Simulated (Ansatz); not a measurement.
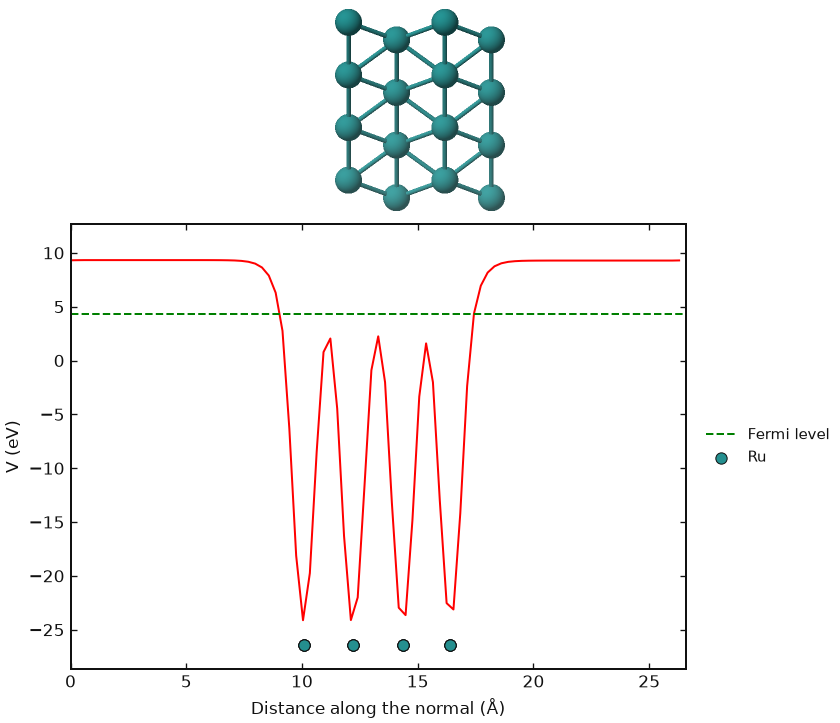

Plane-averaged electrostatic potential energy of an electron across the slab; circles at the bottom mark the heights of the atoms. The structure is drawn too.

This input was run:

```
crystal:
  lattice:
    - [5.3951895485, 0.0, 0.0]
    - [-2.6975947742, 4.6723712072, 0.0]
    - [0.0, 0.0, 26.5871269945]
  atoms:
    - { symbol: Ru, position: [0.3333333333, 0.1666666667, 0.3008974983] }
    - { symbol: Ru, position: [0.3333333333, 0.6666666667, 0.3008974983] }
    - { symbol: Ru, position: [0.8333333333, 0.1666666667, 0.3008974983] }
    - { symbol: Ru, position: [0.8333333333, 0.6666666667, 0.3008974983] }
    - { symbol: Ru, position: [0.1666666667, 0.3333333333, 0.381120871] }
    - { symbol: Ru, position: [0.1666666667, 0.8333333333, 0.381120871] }
    - { symbol: Ru, position: [0.6666666667, 0.3333333333, 0.381120871] }
    - { symbol: Ru, position: [0.6666666667, 0.8333333333, 0.381120871] }
    - { symbol: Ru, position: [0.3332076839, 0.1664942136, 0.4618152907] }
    - { symbol: Ru, position: [0.3332553838, 0.666694502, 0.4618183017] }
    - { symbol: Ru, position: [0.8332341195, 0.1665852085, 0.461834306] }
    - { symbol: Ru, position: [0.8333656859, 0.6665858062, 0.461804242] }
    - { symbol: Ru, position: [0.1670805811, 0.3335958528, 0.5395339308] }
    - { symbol: Ru, position: [0.1667189721, 0.8332787491, 0.5395633078] }
    - { symbol: Ru, position: [0.6663706173, 0.3334119395, 0.5395457364] }
    - { symbol: Ru, position: [0.6664403636, 0.8328090145, 0.5395365844] }
basis:
  ecutwfc: 420
kpoints:
  mp_grid: { grid: [4, 4, 1] }
hamiltonian:
  xc: pbe
  dispersion: d3bj
scf:
  occupations: { method: gaussian, width: 0.1 }
output:
  forces: true
  eigenvalues: true
  write_density: true
  volumetric_format: npy
efield:
  axis: 3
  dipole_correction: true
  ramp_width: 0.04
```

Command:
```bash
ansatz run input.yaml --threads 8 --pin off --max-ram 20480MiB --backend cpu --events-out ev --progress --plain --runs-dir out
```

What is the work function?

The work function is 4.96 eV, the same on both faces. The two vacuum levels agree, so the slab has no net dipole along its normal.

How thick are slab and vacuum?

The outermost atoms are 6.3 Å apart, which leaves 20.2 Å of vacuum in a cell 26.6 Å high.

The atoms aren't at rest in this cell (largest force 0.6 eV/Å), so the relaxed material can differ.
